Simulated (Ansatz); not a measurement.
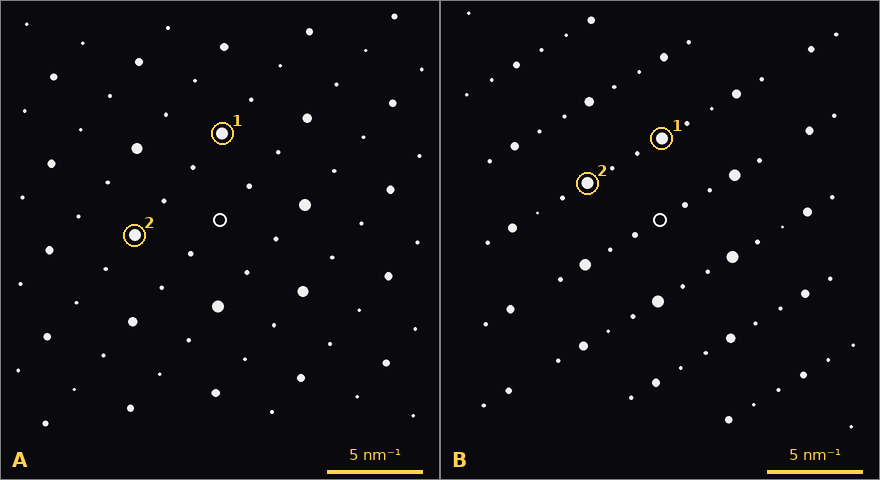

Kinematic electron diffraction patterns (200 kV, B = 0.5 Å², same scale) along [011] of the run's own cell, for the start and the end of one relaxation of Ag2Ir with DFT PBE, scalar-relativistic, plane waves, PAW (Ansatz 0.2.0). k mesh 18×18×18. The start is a generated model structure, and the relaxation ends in the nearest stationary point of its symmetry, not necessarily the ground state. Spot 1 is -1 -2 2 and spot 2 is 2 1 -1 in both.

Start structure:

```
CELL_PARAMETERS angstrom
-1.72821 1.72821 4.23952
1.72821 -1.72821 4.23952
1.72821 1.72821 -4.23952
ATOMIC_POSITIONS crystal
Ag 0.66500 0.66500 0.00000
Ag 0.33500 0.33500 0.00000
Ir 0.00000 0.00000 0.00000
```

### Which pattern belongs to the start structure, and which to the relaxed one?

A is the start: its cell gives d(1) = 2.188 Å, d(2) = 2.188 Å and an angle of 101.5°. B is the relaxed structure, with d(1) = 2.325 Å (+6.3 %), d(2) = 2.325 Å (+6.3 %) and 64.5°.

### Name reflections whose intensity changes strongly on relaxation.

6 6 -6 goes from 4.8 to 19 % of the strongest spot; 5 4 -4 goes from 12 to 31 % of the strongest spot; 3 3 -3 goes from 43 to 90 % of the strongest spot.

### What did the relaxation do to the structure and the energy?

The volume changed by -2.5 % to 16.46 Å³ an atom; the fractional coordinates hardly changed; the space group stayed I4/mmm (No. 139); the free energy fell by 260 meV an atom. Relaxed cell: a = 6.815 Å, b = 6.815 Å, c = 6.815 Å, α = 156.72°, β = 156.72°, γ = 33.15°.
